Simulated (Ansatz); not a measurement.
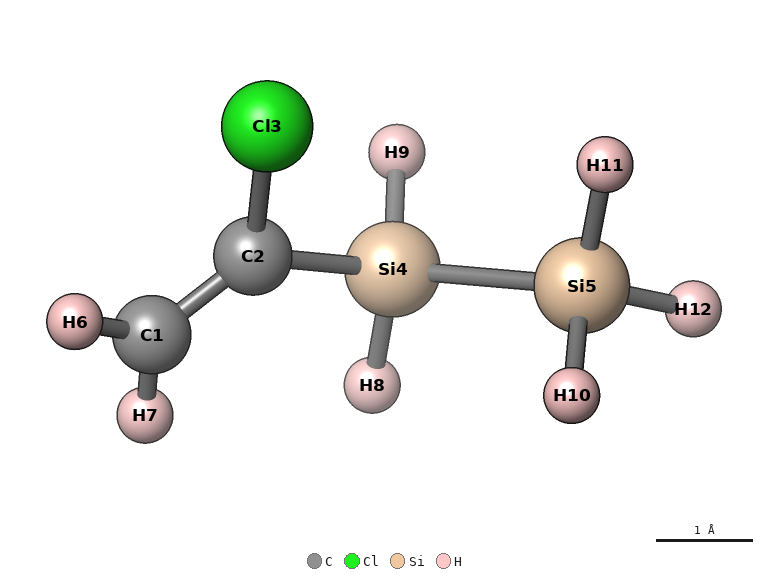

Orthographic view. Atoms fade into the background with distance from the viewer. Computed geometry: PBE-D4/def2-SVP optimisation. No frequency run is at hand to confirm it as a minimum.

Give the geometry as a Z-matrix, atoms in numerical order, with these reference atoms: 2 to 1; 3 to 2, 1; 4 to 2, 1, 3; 5 to 4, 2, 1; 6 to 1, 2, 3; 7 to 1, 6, 2; 8 to 4, 2, 1; 9 to 4, 8, 2; 10 to 5, 4, 9; 11 to 5, 10, 4; 12 to 5, 11, 10.

```
C  
C    1   1.346
Cl   2   1.764   1   120.5
Si   2   1.892   1   126.6   3   178.5
Si   4   2.354   2   108.8   1  -121.8
H    1   1.102   2   122.4   3     0.3
H    1   1.102   6   118.4   2  -179.9
H    4   1.507   2   108.1   1    -0.6
H    4   1.505   8   109.2   2  -118.7
H    5   1.505   4   109.7   9   174.7
H    5   1.503  10   109.2   4   121.1
H    5   1.506  11   108.9  10  -118.6
```
